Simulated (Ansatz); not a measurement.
ClH4O4Ta

| atom | x (Å) | y (Å) | z (Å) |
| --- | --- | --- | --- |
| Ta | -0.0575 | -0.1131 | -0.0011 |
| O | 1.8312 | -0.0262 | -0.0062 |
| H | 2.4228 | -0.0032 | 0.7312 |
| O | -0.0963 | -0.3190 | 1.9064 |
| H | -0.4048 | -0.8906 | 2.5889 |
| O | -0.1983 | -0.2038 | -1.8755 |
| H | -0.4704 | -0.5959 | -2.6864 |
| O | -0.8865 | 1.5825 | 0.1166 |
| H | -1.0997 | 2.0794 | 0.8925 |
| Cl | -1.2834 | -2.1942 | 0.0072 |

Core potentials replace the inner electrons of Ta.

The calculation used RHF/def2-SVP in Ansatz 0.2.0.

Q: What can the converged electron density and electron localisation function tell about the bonding?

A: Ta–O (1.88 Å): ρ at the midpoint is about 1 e/Å³; the ELF peaks at about 0.80 in the valence shell of O, 0.5 Å from its nucleus, and drops to about 0.20 between the two atoms.
Ta–Cl (2.42 Å): ρ at the midpoint is about 0.54 e/Å³; the ELF peaks at about 0.85 in the valence shell of Cl, 0.9 Å from its nucleus, and is about 0.45 at the midpoint.
O–H (0.94 Å): ρ at the midpoint is about 3.9 e/Å³; the ELF climbs to about 1 towards the hydrogen, as it does in any bond to H; a covalent bond by its length.

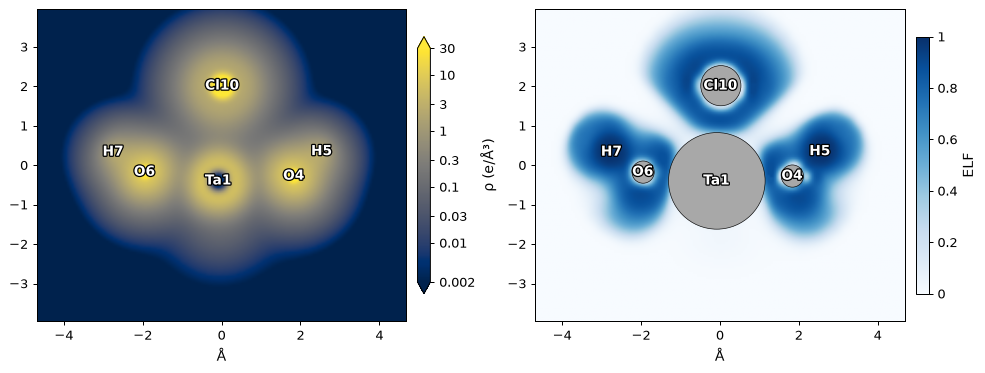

Computed electron density and electron localisation function on the plane of atoms O4, Ta1 and Cl10, in this order. Grey discs cover the atomic cores in the ELF map. 
